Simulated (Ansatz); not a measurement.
**CH₅FSSn: how energies converge with the basis set**

Aim: see how fast density functionals converge with the basis set for CH₅FSSn.

Computed with Ansatz 0.2.0, Gaussian basis. Level: one geometry, several basis sets.

Levels to be run: PBE0-D4/def2-SVP; ωB97M-V/def2-SVP; PBE0-D4/def2-QZVPP; ωB97M-V/def2-QZVPP; the functionals' def2-TZVPP values are taken from earlier runs.

**1. The relaxed structure**

All runs share one geometry, relaxed beforehand with PBE0-D4 in a triple-zeta def2 set. Sn takes the def2 core potential; no spin-orbit term is included.

9 atoms, charge 0, spin multiplicity 1.

Atoms are counted from 1 here; the program's logs count them from 0.

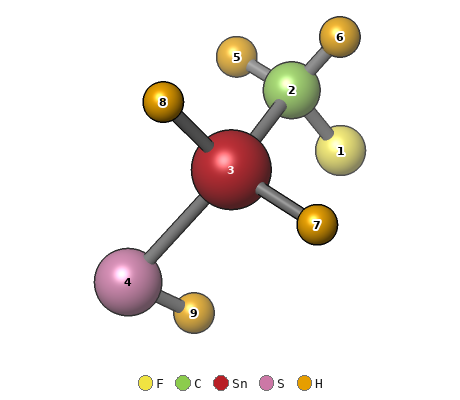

The geometry (fluorine yellow, carbon green, tin red, sulfur pink, hydrogen amber); atoms are numbered from 1 in the order of the file.

**2. PBE0-D4 in def2-SVP**

Contents of in.yaml:

```yaml
crystal:
  periodic: [false, false, false]
  atoms:
    - {symbol: F, position_ang: [-0.623180, 1.459200, -1.211844]}
    - {symbol: C, position_ang: [0.579438, 0.958232, -0.737862]}
    - {symbol: Sn, position_ang: [0.211832, -0.951316, 0.220464]}
    - {symbol: S, position_ang: [-1.308689, -0.532782, 2.032487]}
    - {symbol: H, position_ang: [0.990816, 1.668503, -0.017100]}
    - {symbol: H, position_ang: [1.268989, 0.857608, -1.580142]}
    - {symbol: H, position_ang: [-0.480333, -2.040182, -0.897403]}
    - {symbol: H, position_ang: [1.624568, -1.589471, 0.932303]}
    - {symbol: H, position_ang: [-2.175141, 0.123907, 1.242098]}
basis:
  gaussian: {orbitals: def2-SVP}
hamiltonian: {xc: pbe0, dispersion: d4}
output: {orbitals: {seedname: orbitals}}
```

On the command line:

```sh
ansatz run in.yaml --threads 4 --pin off --events-out ev --progress --plain --max-ram 10444MiB
```

The runs that follow: ωB97M-V in def2-SVP; PBE0-D4 in def2-QZVPP; ωB97M-V in def2-QZVPP.

Q: Predict the results of all the runs planned. Wanted: PBE0-D4: double and triple zeta above quadruple; ωB97M-V: double and triple zeta above quadruple.

As calculated:

```
                                       quantity          value
PBE0-D4: double and triple zeta above quadruple  9.31, 0.60 eV
ωB97M-V: double and triple zeta above quadruple  9.44, 0.58 eV
```

For PBE0-D4 the step from double to triple zeta gains 8.71 eV and the next only 0.60 eV. These are total energies; as a rule much of such shifts cancels in differences, which this series doesn't test. The LUMO of ωB97M-V is positive and keeps falling with the basis (1.64 to 0.78 eV): an unbound level that the basis holds in place.
